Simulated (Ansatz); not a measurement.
**ScTeN3 (model cell, started as cubic perovskite with Te in the octahedra): relaxing the cell for a phonon run**

Aim: bring ScTeN3 (model cell, started as cubic perovskite with Te in the octahedra) to small forces and stress, as phonons need.

Method: DFT PBEsol, scalar-relativistic, plane waves, PAW; PAW set soft_1, in Ansatz 0.2.0.

The structure was built from a prototype and need not be the compound's stable phase.

## Step 1: The starting structure

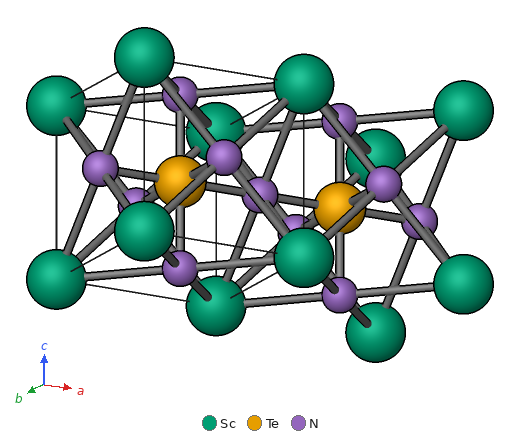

The starting structure, seen from a free direction (scandium teal, tellurium orange, nitrogen purple). 2×1×1 cells are drawn. Some periodic images of atoms are drawn too.

## Step 2: Probe on a coarse mesh

First a cheap look: the gap decides the mesh and the occupations, the pressure tells how far the cell has to move.

input.yaml reads:

```yaml
crystal:
  lattice:
    - [3.9592, 0.0, 0.0]
    - [0.0, 3.9592, 0.0]
    - [0.0, 0.0, 3.9592]
  atoms:
    - { symbol: Sc, position: [0.0, 0.0, 0.0] }
    - { symbol: Te, position: [0.5, 0.5, 0.5] }
    - { symbol: "N", position: [0.5, 0.5, 0.0] }
    - { symbol: "N", position: [0.5, 0.0, 0.5] }
    - { symbol: "N", position: [0.0, 0.5, 0.5] }
kpoints:
  mp_grid: { grid: [4, 4, 4] }
hamiltonian:
  xc: pbesol
  pseudopotentials: { kind: paw, azcp: { folder: soft_1 }, xc_functional: pbe }
scf:
  occupations: { method: gaussian, width: 0.1 }
output:
  forces: true
  stress: true
  eigenvalues: true
```

Started as:

```sh
$ ansatz run input.yaml --threads 8 --pin off --max-ram 16384MiB --backend cpu --events-out ev --progress --plain --runs-dir out
```

Numbers of over 12 decimals in the logs are rounded to 6 here.

Output:

```text
Engine: ansatz 0.2.0, x86_64-unknown-linux-gnu
Pseudopotentials: kind: paw
Pseudopotential: Sc, paw, valence charge 11, recommended cutoff 420 eV (normal), soft_1/Sc.paw.azcp
Pseudopotential: Te, paw, valence charge 16, recommended cutoff 420 eV (normal), soft_1/Te.paw.azcp
Pseudopotential: N, paw, valence charge 5, recommended cutoff 420 eV (normal), soft_1/N.paw.azcp
Functional definition: PBEsol
[...]
k-point 0: bands = [... 17 lower, 10.9358, 10.9358, 10.9970, 10.9970, 10.9970, 13.1898, 13.1898, 13.6185, ... 1 higher]
  k-point 1: bands = [... 17 lower, 10.4206, 10.4206, 10.6962, 10.6962, 11.7720, 13.6035, 13.6826, 14.1928, ... 1 higher]
  k-point 2: bands = [... 17 lower, 9.9833, 9.9833, 10.4617, 10.4617, 13.7493, 13.9392, 14.8663, 15.1305, ... 1 higher]
  k-point 9: bands = [... 17 lower, 10.3757, 12.7623, 12.7623, 12.7623, 13.8412, 13.8412, 13.8412, 14.3174, ... 1 higher]
[key lines of the parts left out:]
SCF converged after 7 iterations
Free energy (F): -10145.864334 eV
Fermi energy:    12.492225 eV
P = ⅓ Tr σ = -6.6434 GPa (-66.434 kbar)
```

It took 0.85 s on 8 threads of AMD EPYC 7R32 (Zen 2), shared host; peak memory 0.41 GiB.

Numbers from this step:

```
pressure          : -6.643 GPa
volume per atom   : 12.41 Å³
gap on the k-mesh : 0 eV
```

The coarse mesh shows no gap and a pressure of -6.6 GPa.

## Step 3: Bringing the structure to rest

Harmonic phonons are second derivatives at a point where the forces vanish, and they are wanted at zero stress, so atoms and cell are relaxed first.

Changes to input.yaml since step 2:

```diff
@@ -12,3 +12,3 @@
 kpoints:
-  mp_grid: { grid: [4, 4, 4] }
+  mp_grid: { grid: [10, 10, 10] }
 hamiltonian:
@@ -22 +22,6 @@
   eigenvalues: true
+relax:
+  adjacent_minimum: "off"
+  f_tol: 0.005
+  max_steps: 80
+  cell: { stress_tol: 0.05 }
```

Output:

```text
[...]
Crystal: 5 atoms, lattice volume = 62.062 Å³
Basis set: ecut = 420 eV, 1213 PW (Γ), exchange–correlation on 54×54×54 points (8 copies of the dense FFT grid, shifted against one another)
Bands: 26, of which v1, the nominal top of the filled ones, is band 21 counted from 1 (20 counted from 0)
Symmetry: 48 space group operations
[...]
k-points: 56 of 1000
[...]
SCF iter   1: F=—  HF=-10147.496812 eV  |F-HF|=—  |Δ(HF+E_count)|=         —  Δρ=8.86e-2  dr2=5.67e0  ethr=3.10e-3  ⟨swp⟩=6.2  Hψ=6845  notcnv=0
[...]
SCF iter   8: F=-10145.898725 eV  HF=-10145.898725 eV  |F-HF|=2.40e-10  |Δ(HF+E_count)|=   6.72e-8  Δρ=3.19e-6  dr2=5.59e-9  ethr=2.38e-10  ⟨swp⟩=10.4  Hψ=6862  notcnv=0
SCF 1 converged in 8 iterations: F = -10145.898725 eV  dr2 = 5.59e-9
[...]
relax step   1: F+E_penalty+E_count = -10145.89872544 eV  Δ(F+E_penalty+E_count) = +0.000e0 eV  max|allowed force component| = 5.469e-29 eV/Å  Δτ_max = 0.0000 Å  P = -5.854 GPa  Ω = 62.062 Å³  (8 SCF iters, dr2 threshold 1.00e-7 eV, accepted)
Crystal: 5 atoms, lattice volume = 60.050 Å³
Basis set: ecut = 420 eV, 1189 PW (Γ), exchange–correlation on 54×54×54 points (8 copies of the dense FFT grid, shifted against one another)
[...]
iter 1 solved again at ethr=8.18e-5 eV; its pass at ethr=3.10e-3 eV (dr2=3.44e-2 eV) is discarded
[...]
SCF iter   6: F=-10145.940563 eV  HF=-10145.940563 eV  |F-HF|=1.78e-8  |Δ(HF+E_count)|=   7.92e-8  Δρ=4.47e-6  dr2=2.47e-8  ethr=8.28e-10  ⟨swp⟩=3.9  Hψ=6368  notcnv=0
SCF 2 converged in 6 iterations: F = -10145.940563 eV  dr2 = 2.47e-8
[...]
relax step   2: F+E_penalty+E_count = -10145.94056268 eV  Δ(F+E_penalty+E_count) = -4.184e-2 eV  max|allowed force component| = 3.155e-30 eV/Å  Δτ_max = 0.0000 Å  P = +0.056 GPa  Ω = 60.050 Å³  energy of the carried Pulay correction = +4.095e-3 eV  (6 SCF iters, dr2 threshold 5.00e-7 eV, accepted)
Crystal: 5 atoms, lattice volume = 60.069 Å³
[...]
SCF iter   6: F=-10145.940528 eV  HF=-10145.940528 eV  |F-HF|=3.64e-12  |Δ(HF+E_count)|=  3.64e-12  Δρ=4.39e-8  dr2=2.08e-12  ethr=1.00e-12  ⟨swp⟩=2.0  Hψ=3545  notcnv=0
SCF 3 converged in 6 iterations: F = -10145.940528 eV  dr2 = 2.08e-12
relax step   3: F+E_penalty+E_count = -10145.94052755 eV  Δ(F+E_penalty+E_count) = +3.513e-5 eV  max|allowed force component| = 1.768e-30 eV/Å  Δτ_max = 0.0000 Å  P = -0.001 GPa  Ω = 60.069 Å³  energy of the carried Pulay correction = +4.057e-3 eV  (6 SCF iters, dr2 threshold 7.92e-9 eV, accepted)
[...]
relax step   4: F+E_penalty+E_count = -10145.93690267 eV  Δ(F+E_penalty+E_count) = +3.625e-3 eV  max|allowed force component| = 2.380e-30 eV/Å  Δτ_max = 0.0000 Å  P = -0.078 GPa  Ω = 60.069 Å³  stress off target by 7.76e-2 GPa  SCF on the basis re-selected at this cell (its energy is not comparable with the rows above)  (6 SCF iters)
[...]
relax step   5: F+E_penalty+E_count = -10145.93696265 eV  Δ(F+E_penalty+E_count) = -5.998e-5 eV  max|allowed force component| = 2.344e-30 eV/Å  Δτ_max = 0.0000 Å  P = +0.000 GPa  Ω = 60.044 Å³  energy of the carried Pulay correction = +5.388e-5 eV  (6 SCF iters, dr2 threshold 1.51e-8 eV, accepted)
[...]
SCF iter   1: F=—  HF=-10145.936975 eV  |F-HF|=—  |Δ(HF+E_count)|=         —  Δρ=2.63e-6  dr2=3.23e-9  ethr=8.15e-8  ⟨swp⟩=4.1  Hψ=11736  notcnv=0
eigensolver tolerance schedule: the retry pair's looser diagonalisation over-reported the residual by 10605.55 of it (diagonalisation noise at 0.39 of the residual, at the tolerance the schedule requests for it); recorded, not acted on — ethr = c·dr2/N_el stays at c = 1.0e-1
[...]
SCF iter   2: F=—  HF=-10145.936932 eV  |F-HF|=—  |Δ(HF+E_count)|=   4.31e-5  Δρ=1.25e-6  dr2=8.39e-10  ethr=7.69e-12  ⟨swp⟩=3.8  Hψ=3805  notcnv=0
[...]
SCF iter   8: F=-10145.936932 eV  HF=-10145.936932 eV  |F-HF|=1.82e-12  |Δ(HF+E_count)|=  3.64e-12  Δρ=2.70e-9  dr2=4.82e-15  ethr=1.00e-12  ⟨swp⟩=2.0  Hψ=3506  notcnv=0
SCF 6 converged in 8 iterations: F = -10145.936932 eV  dr2 = 4.82e-15
relax step   6: F+E_penalty+E_count = -10145.93693150 eV  Δ(F+E_penalty+E_count) = +3.115e-5 eV  max|allowed force component| = 4.128e-30 eV/Å  Δτ_max = 0.0000 Å  P = -0.000 GPa  Ω = 60.044 Å³  stress off target by 4.32e-4 GPa  SCF on the basis re-selected at this cell (its energy is not comparable with the rows above)  (8 SCF iters)
[...]
SCF converged after 8 iterations
Free energy (F): -10145.936932 eV
[...]
Internal energy: -10145.931660 eV  (E = F + TS)
E sigma→0 (E₀):  -10145.934296 eV
Entropy (-TS):   -0.005272 eV (-1.054 meV/atom)
Fermi energy:    12.849998 eV
[...]
--- Stress (GPa, compression-positive) ---
       -0.000432      -0.000000      -0.000000
       -0.000000      -0.000432       0.000000
       -0.000000       0.000000      -0.000432
  P = ⅓ Tr σ = -0.0004 GPa (-0.004 kbar)
--- Band table (eV; the first three rows and the last of 56) ---
  k-point 0: bands = [... 17 lower, 11.4113, 11.4113, 11.4470, 11.4470, 11.4470, 13.7466, 13.7466, 14.1904, ... 1 higher]
  k-point 1: bands = [... 17 lower, 11.3121, 11.3121, 11.3646, 11.3646, 11.3885, 13.8253, 14.0034, 14.2032, ... 1 higher]
  k-point 2: bands = [... 17 lower, 11.0187, 11.0187, 11.2356, 11.2356, 11.9295, 14.0406, 14.2372, 14.5292, ... 1 higher]
  k-point 55: bands = [... 17 lower, 10.9170, 13.2944, 13.2944, 13.2944, 14.4542, 14.4542, 14.4542, 14.9370, ... 1 higher]
--- Relaxed structure (4 steps of the walk, 4 accepted, 2 SCFs on fresh bases) ---
  F+E_penalty+E_count = -10145.93693150 eV   max|allowed force component| = 4.128e-30 eV/Å   (the final SCF, on the basis selected at the relaxed cell)
  cell:  # Å, volume = 60.0436 Å³
    - [3.915816, 0, 0]
    - [0, 3.915816, 0.0]
    - [0, 0.0, 3.915816]
  atoms:
    - { symbol: Sc, position: [0, 0, 0] }
    - { symbol: Te, position: [0.5, 0.5, 0.5] }
    - { symbol: N, position: [0.5, 0.5, 0] }
    - { symbol: N, position: [0.5, 0, 0.5] }
    - { symbol: N, position: [0, 0.5, 0.5] }
```

Elapsed: 7.6 s, on 8 threads; peak memory 0.54 GiB; 49 s of CPU time.

Step by step:

```tsv
step	energy less that of the first step (eV)	largest force component (eV/Å)	pressure (GPa)	volume (Å³)
1	0.0000	0.0000	-5.85	62.06
2	-0.0418	0.0000	0.06	60.05
3	-0.0418	0.0000	0.00	60.07
4*	-0.0382	0.0000	-0.08	60.07
5	-0.0382	0.0000	0.00	60.04
6*	-0.0382	0.0000	0.00	60.04
```

Relaxation steps marked * repeat the geometry before them on a plane-wave basis chosen anew for their cell, so energy and pressure can jump there.

Forces are held to the 48 operations that the run works with; a distortion that breaks them can't arise in this run.

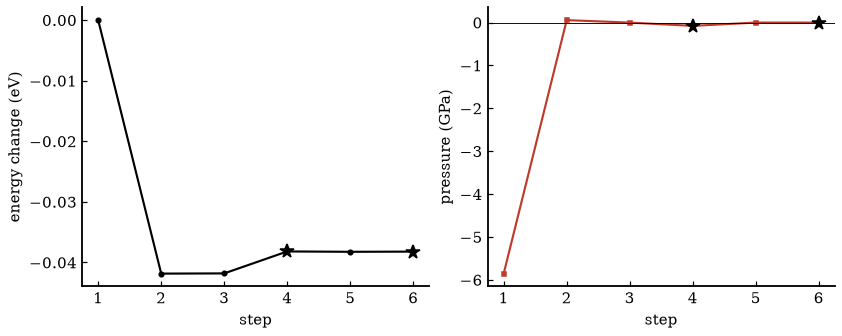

Energy and pressure along the relaxation. Stars mark steps on a basis chosen anew.

```tsv
conventional cell, symmetrised	before	after	change
a (Å)	3.959	3.916	-1.1 %
b (Å)	3.959	3.916	-1.1 %
c (Å)	3.959	3.916	-1.1 %
volume (Å³/atom)	12.41	12.01	-3.3 %
```

Final coordinates:

```
Sc Te N
1.0
     3.91582    0.00000    0.00000
     0.00000    3.91582    0.00000
     0.00000    0.00000    3.91582
Sc Te N
1 1 3
Direct
  0.00000 0.00000 0.00000
  0.50000 0.50000 0.50000
  0.50000 0.50000 0.00000
  0.50000 0.00000 0.50000
  0.00000 0.50000 0.50000
```

Numbers from this step:

```yaml
pressure: -4.32e-4 GPa
volume_per_atom: 12.01 Å³
```

In this step the volume went from 12.41 to 12.01 Å³/atom.

## Step 4: Tight relaxation

Phonons need a cell at rest on their own settings, so the relaxation is repeated with tight tolerances on forces and stress on the k mesh and occupations of the first response run.

input.yaml, the sections that differ from step 3:

```yaml
crystal:
  lattice:
    - [3.9158159669, 0.0, 0.0]
    - [0.0, 3.9158159669, 0.0]
    - [0.0, 0.0, 3.9158159669]
  atoms:
    - { symbol: Sc, position: [0.0, 0.0, 0.0] }
    - { symbol: Te, position: [0.5, 0.5, 0.5] }
    - { symbol: "N", position: [0.5, 0.5, 0.0] }
    - { symbol: "N", position: [0.5, 0.0, 0.5] }
    - { symbol: "N", position: [0.0, 0.5, 0.5] }
kpoints:
  mp_grid: { grid: [12, 12, 12] }
scf:
  occupations: { method: methfessel_paxton, width: 0.2 }
relax:
  adjacent_minimum: "off"
  f_tol: 0.001
  max_steps: 60
  cell: { stress_tol: 0.01 }
# hamiltonian, output: as in step 3
```

Output:

```text
[...]
Crystal: 5 atoms, lattice volume = 60.044 Å³
Basis set: ecut = 420 eV, 1189 PW (Γ), exchange–correlation on 54×54×54 points (8 copies of the dense FFT grid, shifted against one another)
Bands: 26, of which v1, the nominal top of the filled ones, is band 21 counted from 1 (20 counted from 0)
[... 1 set-up line as in the run before ...]
[...]
k-points: 84 of 1728
[...]
--- Relaxed structure (3 steps of the walk, 3 accepted, 1 SCFs on fresh bases) ---
[...]
cell:  # Å, volume = 59.9212 Å³
    - [3.913153, 0, 0]
    - [0, 3.913153, 0.0]
    - [0.0, 0.0, 3.913153]
  atoms:
    - { symbol: Sc, position: [0, 0, 0] }
    - { symbol: Te, position: [0.5, 0.5, 0.5] }
    - { symbol: N, position: [0.5, 0.5, 0] }
    - { symbol: N, position: [0.5, 0, 0.5] }
    - { symbol: N, position: [0, 0.5, 0.5] }
[key lines of the parts left out:]
SCF converged after 5 iterations
Free energy (F): -10145.928586 eV
Fermi energy:    12.912159 eV
P = ⅓ Tr σ = -0.0047 GPa (-0.047 kbar)
```

It took 7.1 s on 8 threads; peak memory 0.55 GiB; 48 s of CPU time.

Little changed from the start: no atom moved by 0.005 Å and no cell edge by 0.1 %.

Numbers from this step:

* pressure: -0.004737 GPa
* volume per atom: 11.98 Å³

The forces vanish by symmetry and the pressure is -0.005 GPa, within the tolerances set. The cell now holds 11.98 Å³/atom.

## Step 5: Summary of results

| Quantity | Value |
| --- | --- |
| space group after relaxation (within 0.01 Å) | Pm-3m |
| lattice constant a | 3.913 Å |
| lattice constant b | 3.913 Å |
| lattice constant c | 3.913 Å |
| volume per atom | 12.0 Å³ |

**Reading.** The forces vanish by symmetry and the pressure is -0.005 GPa, within the tolerances set. The cell now holds 11.98 Å³/atom. The relaxation keeps the symmetry of its start, so it says nothing on stability against lower symmetry. Spin-orbit coupling is left out, which can matter for the heavy elements here. The PAW files were made for PBE and serve the other functionals too. The starting cell was built on a prototype and not taken from a measurement, so the phase need not exist.

[Logs are printed without paths, hosts, clocks, repeated set-up lines and the standing remarks that a program may print on its own settings, such as how far it seeks lower states.]

[Hosts, paths, dates, database ids (printed as entryN), source tags and the programs' standing remarks are cut or masked in the printed files.]
